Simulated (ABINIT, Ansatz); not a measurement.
## Quasiparticle gap of CdBr2 (P6_3mc) in ABINIT

Wanted: ground state, empty states, screening and self-energy for CdBr2 (P6_3mc).

Calculated with ABINIT 10.8.3; LDA and many-body steps on it, plane waves.

The database entry behind the starting cell has ideal inner coordinates that were not refined, so it need not match the best structure at ambient conditions.

### Step 1. Starting point

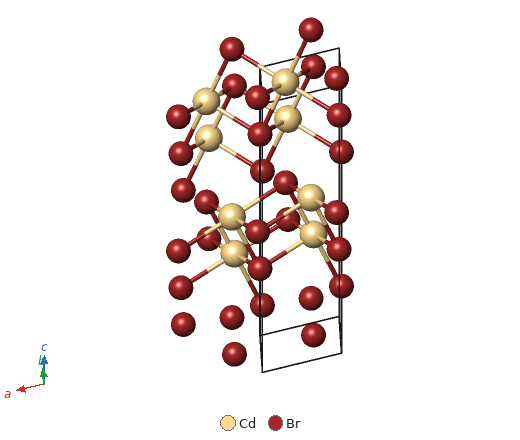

The cell as given, from a free direction (cadmium orange, bromine red). 2×2×1 cells are drawn. Bonds to atoms that aren't drawn are left out. Some periodic images of atoms are drawn too.

Structure file:

```cif
data_structure
_symmetry_space_group_name_H-M 'P 1'
_symmetry_Int_Tables_number 1
_cell_length_a 3.9850
_cell_length_b 3.9850
_cell_length_c 12.5610
_cell_angle_alpha 90.000
_cell_angle_beta 90.000
_cell_angle_gamma 120.000
_cell_volume 172.75
loop_
_atom_site_label
_atom_site_type_symbol
_atom_site_fract_x
_atom_site_fract_y
_atom_site_fract_z
_atom_site_occupancy
Cd1 Cd 0.33333 0.66667 0.37500 1
Cd2 Cd 0.66667 0.33333 0.87500 1
Br3 Br 0.33333 0.66667 0.00000 1
Br4 Br 0.66667 0.33333 0.50000 1
Br5 Br 0.00000 0.00000 0.25000 1
Br6 Br 0.00000 0.00000 0.75000 1
```

The cell and positions come from the Crystallography Open Database and are kept as given unless a step says otherwise.

### Step 2. Ground state

This step: ABINIT 10.8.3; DFT, LDA, plane waves, norm-conserving pseudopotentials.

The ground-state density comes first.

The input, run.abi:

```
acell 3*1.0 Angstrom
rprim 
  3.985000000011 -0.000000000003 0.000000000000
  -1.992500000003 3.451111234092 0.000000000000
  0.000000000000 0.000000000000 12.561000000000
ntypat 2
znucl 48 35
natom 6
typat 1 1 2 2 2 2
xred 
  0.333333333333 0.666666666667 0.375000000000
  0.666666666667 0.333333333333 0.875000000000
  0.333333333333 0.666666666667 0.000000000000
  0.666666666667 0.333333333333 0.500000000000
  0.000000000000 0.000000000000 0.250000000000
  0.000000000000 0.000000000000 0.750000000000
pp_dirpath "pseudos"
pseudos "Cd.upf, Br.upf"
ecut 47
ngkpt 6 6 2
nshiftk 1
shiftk 0 0 0
kptopt 1
chksymbreak 0
nband 41
occopt 1
tolvrs 1e-10
nstep 60
prtwf 0
optforces 0
optstress 0
indata_prefix "in"
outdata_prefix "out"
tmpdata_prefix "tmp"
```

The run is started by

```console
$ OMP_NUM_THREADS=1 mpirun -n 4 abinit run.abi > log
```

Numbers of over 12 decimals in the logs are rounded to 6 here.

What it wrote:

```text
.Version 10.8.3 of ABINIT. v10.8.2 released Aug 2026.

 Symmetries : space group P6_3 m c (#186); Bravais hP (primitive hexag.)
================================================================================
 Values of the parameters that define the memory need of the present run
     intxc =       0    ionmov =       0      iscf =       7    lmnmax =       6
     lnmax =       6     mgfft =     150  mpssoang =       3    mqgrid =    7326
     natom =       6  nloc_mem =       1    nspden =       1   nspinor =       1
    nsppol =       1      nsym =      12    n1xccc =    2501    ntypat =       2
    occopt =       1   xclevel =       1
-    mband =          41        mffmem =           1         mkmem =           4
       mpw =       17970          nfft =      345600          nkpt =          14
================================================================================
  Rough estimation (10% accuracy) of disk space for files :
================================================================================

--------------------------------------------------------------------------------
------------- Echo of variables that govern the present computation ------------
--------------------------------------------------------------------------------
 -outvars: echo values of preprocessed input variables --------
            acell      1.8897261259E+00  1.8897261259E+00  1.8897261259E+00 Bohr

      chksymbreak           0
             ecut      4.70000000E+01 Hartree
-          fftalg         312

              ixc       -1012
              kpt      0.00000000E+00  0.00000000E+00  0.00000000E+00
                       1.66666667E-01  0.00000000E+00  0.00000000E+00
                       3.33333333E-01  0.00000000E+00  0.00000000E+00
                       5.00000000E-01  0.00000000E+00  0.00000000E+00
                       1.66666667E-01  1.66666667E-01  0.00000000E+00
                       3.33333333E-01  1.66666667E-01  0.00000000E+00
                       3.33333333E-01  3.33333333E-01  0.00000000E+00
                       0.00000000E+00  0.00000000E+00  5.00000000E-01
                       1.66666667E-01  0.00000000E+00  5.00000000E-01
                       3.33333333E-01  0.00000000E+00  5.00000000E-01
                       5.00000000E-01  0.00000000E+00  5.00000000E-01
[...]
kptrlatt        6    0    0      0    6    0      0    0    2
          kptrlen      4.51833517E+01
P           mkmem           4
            natom           6
            nband          41
            ngfft          48      48     150
             nkpt          14
            nstep          60
             nsym          12
           ntypat           2
              occ      2.000000  2.000000  2.000000  2.000000  2.000000  2.000000
                       2.000000  2.000000  2.000000  2.000000  2.000000  2.000000
                       2.000000  2.000000  2.000000  2.000000  2.000000  2.000000
                       2.000000  2.000000  2.000000  2.000000  2.000000  2.000000
                       2.000000  2.000000  2.000000  2.000000  2.000000  2.000000
                       2.000000  2.000000  2.000000  2.000000  0.000000  0.000000
                       0.000000  0.000000  0.000000  0.000000  0.000000
        optforces           0
        optstress           0
            prtwf           0
            rprim      3.9850000000E+00 -3.0000000000E-12  0.0000000000E+00
[...]
spgroup         186

           tolvrs      1.00000000E-10

             xred      3.3333333333E-01  6.6666666667E-01  3.7500000000E-01
[...]
znucl       48.00000   35.00000

================================================================================

 chkinp: Checking input parameters for consistency.

================================================================================
== DATASET  1 ==================================================================
-   mpi_nproc: 4, omp_nthreads: 1 (-1 if OMP is not activated)

--- !DatasetInfo
iteration_state: {dtset: 1, }
dimensions: {natom: 6, nkpt: 14, mband: 41, nsppol: 1, nspinor: 1, nspden: 1, mpw: 17970, }
cutoff_energies: {ecut:  47.0, pawecutdg:  -1.0, }
electrons: {nelect:   6.80000000E+01, charge:   0.00000000E+00, occopt:   1.00000000E+00, tsmear:   1.00000000E-02, }

 Real(R)+Recip(G) space primitive vectors, cartesian coordinates (Bohr,Bohr^-1):
 R(1)=  7.5305586  0.0000000  0.0000000  G(1)=  0.1327923  0.0766677  0.0000000
 R(2)= -3.7652793  6.5216551  0.0000000  G(2)=  0.0000000  0.1533353  0.0000000
 R(3)=  0.0000000  0.0000000 23.7368499  G(3)=  0.0000000  0.0000000  0.0421286
 Unit cell volume ucvol=  1.1657572E+03 bohr^3
 Angles (23,13,12)=  9.00000000E+01  9.00000000E+01  1.20000000E+02 degrees

 getcut: wavevector=  0.0000  0.0000  0.0000  ngfft=  48  48 150
         ecut(hartree)=     47.000   => boxcut(ratio)=   2.04764

--- Pseudopotential description ------------------------------------------------
- Cd Generated using ONCVPSP code by D. R. Hamann
- 48.00000  20.00000  180309                  znucl, zion, pspdat
12 -1012 2 -1 1336                            pspcod,pspxc,lmax,lloc,mmax
     nproj     2     2     2
  pspatm : epsatm=   23.37058476
         --- l  ekb(1:nproj) -->
[...]
pspatm: atomic psp has been read  and splines computed

- Br Generated using ONCVPSP code by D. R. Hamann
- 35.00000   7.00000  180309                  znucl, zion, pspdat
12 -1012 2 -1 1084                            pspcod,pspxc,lmax,lloc,mmax
     nproj     2     2     2
  pspatm : epsatm=   10.24179696
         --- l  ekb(1:nproj) -->
[...]
pspatm: atomic psp has been read  and splines computed

   5.96416830E+03                                ecore*ucvol(ha*bohr**3)
--------------------------------------------------------------------------------

_setup2: Arith. and geom. avg. npw (full set) are   17942.375   17942.362

================================================================================

--- !BeginCycle
iteration_state: {dtset: 1, }
solver: {iscf: 7, nstep: 60, nline: 4, wfoptalg: 0, }
tolerances: {tolvrs: 1.00E-10, }

     iter   Etot(hartree)      deltaE(h)  residm     vres2
 ETOT  1  -392.01880906791    -3.920E+02 3.343E+00 1.386E+05
 ETOT  2  -395.22792043011    -3.209E+00 1.353E+00 2.284E+05
 ETOT  3  -411.39747053665    -1.617E+01 6.004E-01 2.637E+04
 ETOT  4  -412.84656564542    -1.449E+00 3.580E-02 1.406E+04
 ETOT  5  -413.43792744909    -5.914E-01 3.936E-03 5.960E+03
 ETOT  6  -413.70519411072    -2.673E-01 5.268E-03 2.528E+03
 ETOT  7  -413.79630475204    -9.111E-02 2.979E-03 1.204E+03
 ETOT  8  -413.81899209112    -2.269E-02 3.340E-03 8.877E+02
 ETOT  9  -413.87642263434    -5.743E-02 5.475E-03 9.587E+01
 ETOT 10  -413.88300718350    -6.585E-03 1.495E-02 1.652E-01
[...]
ETOT 15  -413.88304263555    -6.173E-10 2.268E-03 5.336E-06
 ETOT 16  -413.88304263649    -9.381E-10 3.189E-04 1.615E-07
 ETOT 17  -413.88304263655    -5.991E-11 4.979E-04 8.443E-09
 ETOT 18  -413.88304263651     3.865E-11 1.502E-04 8.522E-10
 ETOT 19  -413.88304263652    -8.413E-12 8.434E-04 2.691E-11

 At SCF step   19       vres2   =  2.69E-11 < tolvrs=  1.00E-10 =>converged.

--- !ResultsGS
iteration_state: {dtset: 1, }
comment   : Summary of ground state results
lattice_vectors:
- [  7.5305586,  -0.0000000,   0.0000000, ]
- [ -3.7652793,   6.5216551,   0.0000000, ]
- [  0.0000000,   0.0000000,  23.7368499, ]
lattice_lengths: [   7.53056,    7.53056,   23.73685, ]
lattice_angles: [ 90.000,  90.000, 120.000, ] # degrees, (23, 13, 12)
lattice_volume:   1.1657572E+03
convergence: {deltae: -8.413E-12, res2:  2.691E-11, residm:  8.434E-04, diffor:  0.000E+00, }
etotal    :  -4.13883043E+02
entropy   :   0.00000000E+00
fermie    :   7.17576032E-02
cartesian_stress_tensor: null
pressure_GPa: null
xred      :
- [  3.3333E-01,   6.6667E-01,   3.7500E-01, Cd]
- [  6.6667E-01,   3.3333E-01,   8.7500E-01, Cd]
- [  3.3333E-01,   6.6667E-01,   1.1102E-16, Br]
- [  6.6667E-01,   3.3333E-01,   5.0000E-01, Br]
- [  1.8504E-17,   3.7007E-17,   2.5000E-01, Br]
- [  1.8504E-17,   3.7007E-17,   7.5000E-01, Br]
cartesian_forces: null
force_length_stats: {min: null, max: null, mean: null, }

 Integrated electronic density in atomic spheres:
 ------------------------------------------------
 Atom  Sphere_radius  Integrated_density
[...]
================================================================================

 ----iterations are completed or convergence reached----

 Mean square residual over all n,k,spin=   28.690E-07; max=  84.336E-05
 reduced coordinates (array xred) for    6 atoms
[...]
0.666666666667      0.333333333333      0.875000000000
       0.333333333333      0.666666666667      0.000000000000
       0.666666666667      0.333333333333      0.500000000000
       0.000000000000      0.000000000000      0.250000000000
       0.000000000000      0.000000000000      0.750000000000
 rms dE/dt=  0.0000E+00; max dE/dt=  0.0000E+00; dE/dt below (all hartree)
    1       0.000000000000      0.000000000000      0.000000000000
    2       0.000000000000      0.000000000000      0.000000000000
    3       0.000000000000      0.000000000000      0.000000000000
    4       0.000000000000      0.000000000000      0.000000000000
    5       0.000000000000      0.000000000000      0.000000000000
    6       0.000000000000      0.000000000000      0.000000000000

 cartesian coordinates (angstrom) at end:
    1      1.67e-12     2.300741     4.710375
    2      1.992500     1.150370    10.990875
    3      1.67e-12     2.300741     0.000000
    4      1.992500     1.150370     6.280500
    5      0.000000     0.000000     3.140250
    6      0.000000     0.000000     9.420750
 length scales=  1.889726125908  1.889726125908  1.889726125908 bohr
              =  1.000000000000  1.000000000000  1.000000000000 angstroms
 prteigrs : about to open file out_EIG
 Fermi (or HOMO) energy (hartree) =   0.07176   Average Vxc (hartree)=  -0.34620
 Eigenvalues (hartree) for nkpt=  14  k points:
 kpt#   1, nband= 41, wtk=  0.01389, kpt=  0.0000  0.0000  0.0000 (reduced coord)
  -3.62246   -3.62245   -2.19516   -2.19516   -2.19516   -2.19516   -2.19507   -2.19507
  -0.43826   -0.43234   -0.42279   -0.41573   -0.18395   -0.18395   -0.18389   -0.18389
  -0.17922   -0.17813   -0.17270   -0.17270   -0.17270   -0.17270   -0.05750   -0.03488
   0.01674    0.05109    0.05109    0.05582    0.05582    0.06613    0.06671    0.06671
   0.07176    0.07176    0.16463    0.21425    0.25794    0.26010    0.36115    0.36119
   0.36586
 prteigrs : prtvol=0 or 1, do not print more k-points.

--- !EnergyTerms
iteration_state     : {dtset: 1, }
comment             : Components of total free energy in Hartree
kinetic             :  1.40384169627675E+02
hartree             :  1.65253836569541E+02
xc                  : -6.87938744473985E+01
Ewald energy        : -1.94354030710777E+02
psp_core            :  5.11613256870587E+00
local_psp           : -4.78212926397155E+02
non_local_psp       :  1.67236501528897E+01
total_energy        : -4.13883042636520E+02
total_energy_eV     : -1.12623313338442E+04
band_energy         : -4.73282745563724E+01

== END DATASET(S) ==============================================================
================================================================================

 -outvars: echo values of variables after computation  --------
           etotal     -4.1388304264E+02
            nband          41
             nkpt          14
          spgroup         186
 [... the other variables as echoed above ...]

 Calculation completed.
```

Wall time 3.7 min (4 MPI ranks of Intel Xeon Platinum 8559C (Emerald Rapids), shared host); peak memory 0.77 GiB; 14 min of CPU time.

This step gave:

| Item | Value |
| --- | --- |
| total energy | -11262.3313 eV |
| gap | 2.527 eV |
| k of the valence top | 0, 0, 0 |
| k of the conduction bottom | 0, 0, 0 |
| least direct gap | 2.527 eV |

The gap is direct, at Γ.

### Step 3. Empty states on the mesh, 3×3×1 mesh, 477 bands

The sums over transitions need many empty states on a uniform mesh; this step solves for them.

run.abi: that of step 2 with these lines changed.

```diff
@@ -19,3 +19,3 @@
 ecut 47
-ngkpt 6 6 2
+ngkpt 3 3 1
 nshiftk 1
@@ -24,9 +24,10 @@
 chksymbreak 0
-nband 41
-occopt 1
-tolvrs 1e-10
+iscf -2
+irdden 1
+istwfk *1
+nband 477
+nbdbuf 42
+tolwfr 1e-09
 nstep 60
-prtwf 0
-optforces 0
-optstress 0
+prtvol 0
 indata_prefix "in"
```

The run is started by

```console
$ OMP_NUM_THREADS=1 mpirun -n 3 abinit run.abi > log
```

What it wrote:

```text
.Version 10.8.3 of ABINIT. v10.8.2 released Aug 2026.

 Symmetries : space group P6_3 m c (#186); Bravais hP (primitive hexag.)
[... echo of the input left out ...]
== DATASET  1 ==================================================================
-   mpi_nproc: 3, omp_nthreads: 1 (-1 if OMP is not activated)

--- !DatasetInfo
iteration_state: {dtset: 1, }
dimensions: {natom: 6, nkpt: 3, mband: 477, nsppol: 1, nspinor: 1, nspden: 1, mpw: 18043, }
cutoff_energies: {ecut:  47.0, pawecutdg:  -1.0, }
electrons: {nelect:   6.80000000E+01, charge:   0.00000000E+00, occopt:   1.00000000E+00, tsmear:   1.00000000E-02, }

 Real(R)+Recip(G) space primitive vectors, cartesian coordinates (Bohr,Bohr^-1):
 R(1)=  7.5305586  0.0000000  0.0000000  G(1)=  0.1327923  0.0766677  0.0000000
 R(2)= -3.7652793  6.5216551  0.0000000  G(2)=  0.0000000  0.1533353  0.0000000
 R(3)=  0.0000000  0.0000000 23.7368499  G(3)=  0.0000000  0.0000000  0.0421286
 Unit cell volume ucvol=  1.1657572E+03 bohr^3
 Angles (23,13,12)=  9.00000000E+01  9.00000000E+01  1.20000000E+02 degrees

 getcut: wavevector=  0.0000  0.0000  0.0000  ngfft=  48  48 150
         ecut(hartree)=     47.000   => boxcut(ratio)=   2.04764

--- Pseudopotential description ------------------------------------------------
- Cd Generated using ONCVPSP code by D. R. Hamann
- 48.00000  20.00000  180309                  znucl, zion, pspdat
12 -1012 2 -1 1336                            pspcod,pspxc,lmax,lloc,mmax
     nproj     2     2     2
  pspatm : epsatm=   23.37058476
         --- l  ekb(1:nproj) -->
             0   94.865817    3.943170
             1    8.821348    1.309255
             2    2.251838   -0.763126
 pspatm: atomic psp has been read  and splines computed

- Br Generated using ONCVPSP code by D. R. Hamann
- 35.00000   7.00000  180309                  znucl, zion, pspdat
12 -1012 2 -1 1084                            pspcod,pspxc,lmax,lloc,mmax
     nproj     2     2     2
  pspatm : epsatm=   10.24179696
         --- l  ekb(1:nproj) -->
[...]
pspatm: atomic psp has been read  and splines computed

--------------------------------------------------------------------------------

================================================================================
 prteigrs : about to open file out_EIG
 Non-SCF case, kpt    1 (  0.00000  0.00000  0.00000), residuals and eigenvalues=
  2.14E-10  2.08E-10  2.88E-10  3.36E-10  2.79E-10  2.93E-10  3.34E-10  2.73E-10
  8.19E-11  1.18E-10  2.68E-10  3.19E-10  4.99E-10  5.90E-10  1.22E-10  6.05E-10
  7.91E-10  2.25E-10  2.52E-10  6.42E-10  4.87E-10  6.13E-10  1.36E-10  9.60E-11
[...]
2.60E-04  3.21E-04  5.15E-04  1.48E-03  2.44E-03
 -3.6225E+00 -3.6225E+00 -2.1952E+00 -2.1952E+00 -2.1952E+00 -2.1952E+00
 -2.1951E+00 -2.1951E+00 -4.3826E-01 -4.3234E-01 -4.2279E-01 -4.1573E-01
 -1.8395E-01 -1.8395E-01 -1.8389E-01 -1.8389E-01 -1.7922E-01 -1.7813E-01
[...]
3.7637E+00  3.7669E+00  3.7693E+00  3.7957E+00  3.7957E+00  3.8015E+00
  3.8017E+00  3.8083E+00  3.8084E+00  3.8501E+00  3.8544E+00  3.8555E+00
[...]
prteigrs : prtvol=0 or 1, do not print more k-points.

--- !ResultsGS
iteration_state: {dtset: 1, }
comment   : Summary of ground state results
lattice_vectors:
- [  7.5305586,  -0.0000000,   0.0000000, ]
- [ -3.7652793,   6.5216551,   0.0000000, ]
- [  0.0000000,   0.0000000,  23.7368499, ]
lattice_lengths: [   7.53056,    7.53056,   23.73685, ]
lattice_angles: [ 90.000,  90.000, 120.000, ] # degrees, (23, 13, 12)
lattice_volume:   1.1657572E+03
convergence: {deltae:  0.000E+00, res2:  0.000E+00, residm:  9.938E-10, diffor:  0.000E+00, }
etotal    :  -4.13883043E+02
entropy   :   0.00000000E+00
fermie    :   7.17576032E-02
cartesian_stress_tensor: null
pressure_GPa: null
xred      :
- [  3.3333E-01,   6.6667E-01,   3.7500E-01, Cd]
- [  6.6667E-01,   3.3333E-01,   8.7500E-01, Cd]
- [  3.3333E-01,   6.6667E-01,   1.1102E-16, Br]
- [  6.6667E-01,   3.3333E-01,   5.0000E-01, Br]
- [  1.8504E-17,   3.7007E-17,   2.5000E-01, Br]
- [  1.8504E-17,   3.7007E-17,   7.5000E-01, Br]
cartesian_forces: null
force_length_stats: {min: null, max: null, mean: null, }

 Integrated electronic density in atomic spheres:
 ------------------------------------------------
 Atom  Sphere_radius  Integrated_density
[...]
================================================================================

 ----iterations are completed or convergence reached----

 Mean square residual over all n,k,spin=   36.545E-11; max=  99.379E-11
 reduced coordinates (array xred) for    6 atoms
[...]
0.000000000000      0.000000000000      0.250000000000
       0.000000000000      0.000000000000      0.750000000000

 cartesian coordinates (angstrom) at end:
    1      1.67e-12     2.300741     4.710375
    2      1.992500     1.150370    10.990875
    3      1.67e-12     2.300741     0.000000
    4      1.992500     1.150370     6.280500
    5      0.000000     0.000000     3.140250
    6      0.000000     0.000000     9.420750
 length scales=  1.889726125908  1.889726125908  1.889726125908 bohr
              =  1.000000000000  1.000000000000  1.000000000000 angstroms
 prteigrs : about to open file out_EIG
 Eigenvalues (hartree) for nkpt=   3  k points:
 kpt#   1, nband=477, wtk=  0.11111, kpt=  0.0000  0.0000  0.0000 (reduced coord)
[...]
3.72699    3.72782    3.72782    3.72877    3.74312    3.76372    3.76372    3.76690
   3.76926    3.79569    3.79572    3.80152    3.80166    3.80828    3.80839    3.85013
   3.85442    3.85546    3.85706    3.86139    3.86236
 prteigrs : prtvol=0 or 1, do not print more k-points.

== END DATASET(S) ==============================================================
================================================================================

 -outvars: echo values of variables after computation  --------
            nband         477
             nkpt           3
          spgroup         186
 [... the other variables as echoed above ...]

 Calculation completed.
```

The job ended after 22 min (3 MPI ranks; peak memory 0.85 GiB; 65 min of CPU time).

Numbers from this step:

| Property | Result |
| --- | --- |
| gap | 2.527 eV |
| k of the valence top | 0, 0, 0 |
| k of the conduction bottom | 0, 0, 0 |
| least direct gap | 2.527 eV |
| k points computed | 3 |
| lowest point of the top converged band, above the valence top | 96.0176 eV |

On this mesh the gap is 2.527 eV.

(Part 1 of 2 ends here.)

[Paths, hosts, dates, memory and timing lines, banners, echoed tables and standing remarks are left out of the program output.]

[Logs are printed without paths, hosts, clocks, repeated set-up lines and the standing remarks that a program may print on its own settings, such as how far it seeks lower states.]

[Runs of the session that timed out or met a known fault of the program may be left out.]

[Hosts, paths, dates, database ids (printed as entryN), source tags and the programs' standing remarks are cut or masked in the printed files.]

[G0W0 gaps are taken among the corrected bands and points alone; a level outside them can change the order at an edge.]

[Where Ansatz stands beside ABINIT at settings called matched, ABINIT's density can come from a denser mesh and the files from another edition; pairs whose starting gaps differed by over 0.03 eV were left out, so agreement reads better than it is.]
